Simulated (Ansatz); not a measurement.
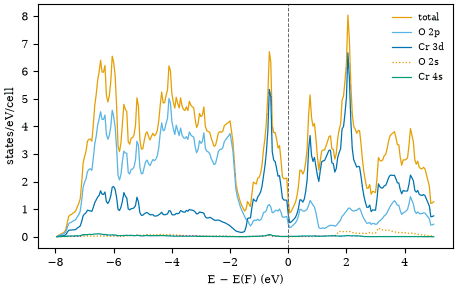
Figure: Total and projected density of states of CrO2 (rutile, P4_2/mnm), DFT-PBEsol in the program Ansatz with PAW potentials

Question: Which orbitals carry the states next to the Fermi level?

Answer: Within 0.5 eV of the Fermi level: Cr 3d 64 %, O 2p 33 %. Projections are on Löwdin-orthogonalised atomic valence shells; empty p or d shells of many metals are not among them.

Question: Where is the tallest occupied peak in this window, and what makes it?

Answer: Near -0.6 eV, about 6.7 states/eV per cell; the largest projected share is Cr 3d.

The cell was relaxed with PBEsol under the symmetry of its start. Spin order of the final state: ferromagnetic, chosen from 5 collinear starts compared on coarse meshes (ties went to the first, and starts can fall back to one state), not a proven ground state. Textbook magnetic order: ferromagnetic. No Hubbard U is applied. The compound may be a true metal, but semilocal functionals without U, or a wrong spin order, can also close a gap.

Potentials: the later of the program's two PAW sets.
